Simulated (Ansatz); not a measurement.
The relaxed structure here is a generated cell of BeS: the first start was made by a random draw of sites in a space group, and the end was not matched to a known phase here, so it may be hypothetical.

The end point of a relaxation of BeS. Space group I4/m (No. 87). Method: r2SCAN (plane waves to 500 eV, PAW, scalar-relativistic; Ansatz, a first-principles code).

```cif
data_Be8S8
_chemical_formula_sum 'Be8 S8'
_space_group_name_H-M_alt 'I4/m'
_space_group_IT_number 87
_space_group_name_Hall '-I 4'
_cell_length_a 8.87461
_cell_length_b 8.87461
_cell_length_c 3.43558
_cell_angle_alpha 90.000
_cell_angle_beta 90.000
_cell_angle_gamma 90.000
loop_
_atom_site_label
_atom_site_type_symbol
_atom_site_symmetry_multiplicity
_atom_site_Wyckoff_symbol
_atom_site_fract_x
_atom_site_fract_y
_atom_site_fract_z
_atom_site_occupancy
Be1 Be 8 h 0.29434 0.13397 0.00000 1
S1 S 8 h 0.10040 0.27908 0.00000 1
```
(The calculation used a cell of 8 atoms; values per cell refer to that cell.)

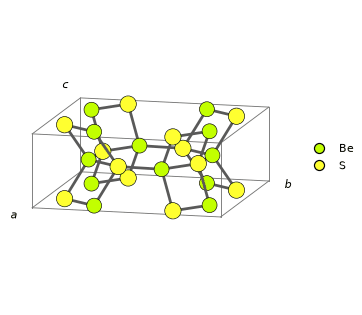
Fig. 1. The conventional cell of the relaxed structure

```yaml
volume_per_atom: 16.91 Å³
band_gap: 3.61 eV, indirect (valence top at Γ, conduction bottom at M) (no spin-orbit coupling)
smallest_direct_gap: 4.29 eV at M
shortest_distances: Be–S 2.08 Å; Be–Be 2.79 Å; S–S 3.20 Å
k-mesh: 10×10×10
```

Band energies at high-symmetry points (eV from the VBM; labels of this space group; no spin-orbit coupling), from −5 eV up to 6.0 eV:

| point | energies |
|---|---|
| Γ | -3.94 -3.94 -2.66 -2.22 -2.22 -1.32 -0.75 -0.63 -0.63 0.00 4.89 4.89 5.47 5.59 |
| X | -3.03 -2.90 -2.50 -2.42 -2.23 -1.90 -1.55 -0.78 -0.66 -0.40 4.67 4.72 5.53 5.92 |
| M | -4.24 -3.58 -2.80 -1.88 -1.88 -1.56 -1.10 -0.85 -0.68 -0.68 3.61 4.30 5.66 |
| Z | -3.01 -2.80 -2.80 -2.47 -2.37 -1.80 -1.80 -1.54 4.99 4.99 5.23 5.42 5.81 |
| Z0 | -3.01 -2.80 -2.80 -2.47 -2.37 -1.80 -1.80 -1.54 4.99 4.99 5.23 5.42 5.81 |
| P | -4.50 -3.63 -3.50 -3.50 -2.48 -2.18 -1.32 -1.32 -1.16 5.00 5.28 5.28 5.80 |
| N | -4.71 -3.47 -3.41 -2.85 -2.69 -2.03 -1.89 -1.28 -1.27 4.45 5.24 5.61 5.88 |

No spin polarisation in the result.

It was reached from a disturbed copy of a P-6 (No. 174) cell, against which it lies -1.35 eV/atom.
